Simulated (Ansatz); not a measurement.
# Os (P6_3/mmc): the Drude term of Re ε in the infrared

Re ε of Os (P6_3/mmc) along x at low photon energies is read from one computed spectrum; the carriers' damping was typed as γ = 0.05 eV. x, y and z are the Cartesian axes of the input cell.

The structure is hexagonal, space group P6_3/mmc (No. 194). The conventional cell has a = 2.734 Å, b = 2.734 Å, c = 4.320 Å, α = 90.00°, β = 90.00°, γ = 120.00°. Os on site c has 12 Os at 2.68 to 2.73 Å as nearest neighbours.

Method: Ansatz 0.2.0, PBE, independent particles, k-mesh 18×18×9 with interpolation inside its cells, Gaussian parameter 0.1 eV.

Launch of the response step: `ansatz run input.yaml --threads 4 --pin off --max-ram 8192MiB --backend cpu --events-out ev --progress --plain --runs-dir out`. The run took 29 s, on 4 threads of Intel(R) Xeon(R) Processor @ 2.70GHz, on a shared host.

| photon energy E (eV) | wavelength (µm) | Re ε |
| --- | --- | --- |
| 0.25 | 4.96 | -951.9 |
| 0.30 | 4.13 | -660.4 |
| 0.35 | 3.54 | -482.2 |
| 0.40 | 3.10 | -366.8 |
| 0.50 | 2.48 | -230.1 |
| 0.60 | 2.07 | ? |
| 0.70 | 1.77 | -104.1 |

A Drude term over a constant background gives Re ε = ε_b − ωp²/(E² + γ²), linear in 1/(E² + γ²).

Working, on the rows shown:

| x = 1/(E² + γ²) (eV⁻²) | y = Re ε |
| --- | --- |
| 15.3846 | -951.9 |
| 10.8108 | -660.4 |
| 8 | -482.2 |
| 6.15385 | -366.8 |
| 3.9604 | -230.1 |
| 2.03046 | -104.1 |

Means: x̄ = 7.7234, ȳ = -465.92. Σ(x − x̄)(y − ȳ) = -7431, Σ(x − x̄)² = 117.3. Slope = -7431 / 117.3 = -63.33; intercept = ȳ − slope · x̄ = 23.205. The line misses the rows shown by at most 2.5.

Task: Fill in the last column of the withheld row.

Result: At x = 2.7586 the line gives y = -151.5. The run gave -151.8, so the interpolation is off by 0.3, 0.0 % of the range in the table.

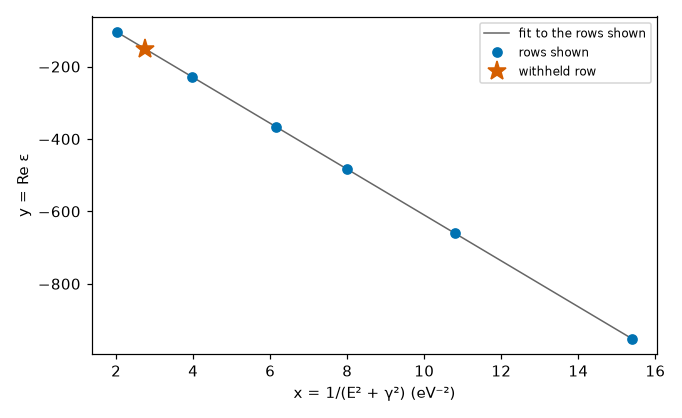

Refitted with all rows, the slope is -63.32 and the intercept 23.097. These give ωp = √(−slope) = 7.96 eV, against 8.03 eV from the program's Fermi-surface sum, and an intercept of 23.1. Taking the program's Drude term off the rows leaves 41 at the lowest energy and 27 at the highest, so the background isn't constant: interband transitions lie in or near the window, and neither fitted number can be trusted. The values come from a sum over the points of one k-mesh and carry its error, which is largest for Fermi-surface quantities. Spin-orbit coupling is left out.
